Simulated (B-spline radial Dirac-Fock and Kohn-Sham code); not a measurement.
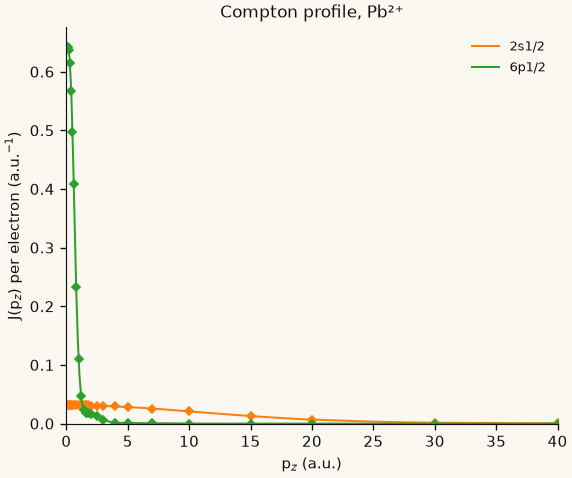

Compton profiles of the subshells 2s1/2 and 6p1/2, per electron. The figure is for Pb²⁺ in the configuration [Xe] 4f14 5d10 6s1 6p1, which is not the ground configuration. Method: the impulse approximation on Dirac–Fock orbitals (average of configuration) (computed with a radial B-spline solver). Open shells are averaged over j.

**Which of the subshells shown has the highest J(0), and what does that say?**

6p1/2, J(0) = 0.643 a.u.⁻¹. J(0) is half the mean of 1/p, so of those shown it has the most weight at low momentum.

**Which of them has the largest mean momentum?**

2s1/2, ⟨p⟩ = 32.3 a.u.
